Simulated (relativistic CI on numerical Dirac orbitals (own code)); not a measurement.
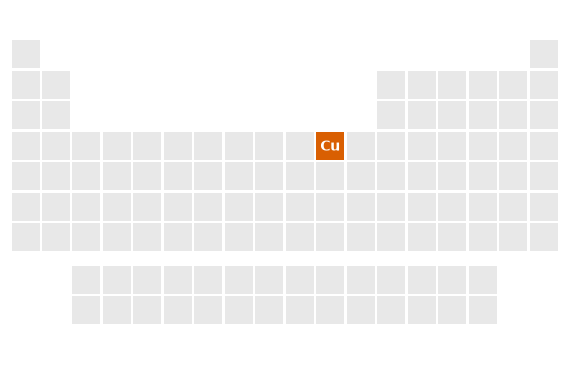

*The place of copper in the periodic table.*

Relativistic CI calculation for Cu⁺

System: Cu⁺.
Method: Dirac-Coulomb-Breit CI, KLI orbitals optimised for each configuration, model QED (radiative potential, 1s self-energy scaled to tabulated hydrogen-like ionisation energies), numerical settings as typed (relativistic CI on numerical Dirac orbitals, in-house).

**Input file**
```
atom Cu  Z=29  charge=0  electrons=29
nucleus A=63  rms_radius_fm=3.8823
hamiltonian dirac-coulomb  breit=on  qed=on  c_scale=1
orbitals kli  potential=per-configuration
slater_scale 1
correlation none
mixing on
grid step=0.0125 r_max=51.4
scf mixing=0.4 start=green max_iterations=56 tolerance=2e-08 node_fill=0.05
configurations
  [Ar] 3d10
end
```

Hardware: 1 CPU thread, shared host.

Launched within a batch (the task file carries these settings):
```bash
python <driver script> task.json out
```

The program writes its results to a structured record and prints no log; tables and figures of this report are taken from that record.

**Outcome**

| quantity | value |
| --- | --- |
| outcome | refused by the program |

**What went wrong**

The input is odd on purpose: charge. The program refused the input; the driver noted: configuration [Ar] 3d10 has 28 electrons, the ion has 29.
